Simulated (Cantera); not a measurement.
A closed system holds: 1 mol acetone, 0.037 mol NH3, equilibrated at 1330 Pa.

Equilibrium computed with Cantera from the NASA thermochemical tables; the gas is ideal and each condensed phase is pure. Candidate condensed phases: C, C6H6, C7H8, C8H18, H2O; 136 gas species. The feed counts by its element totals alone. Kinetics and transport are ignored.

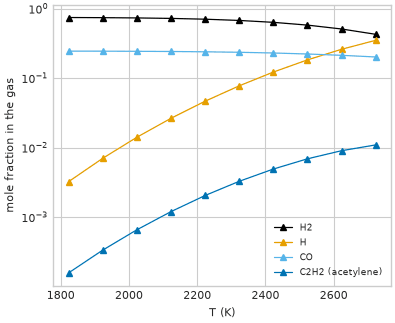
Fig. 1. Equilibrium gas composition (values under 1e-9 drawn at 1e-9)

Read off the mole fractions at 1823 K.

H2 about 0.75, CO about 0.25, H about 0.0032, C2H2 (acetylene) about 0.00016.
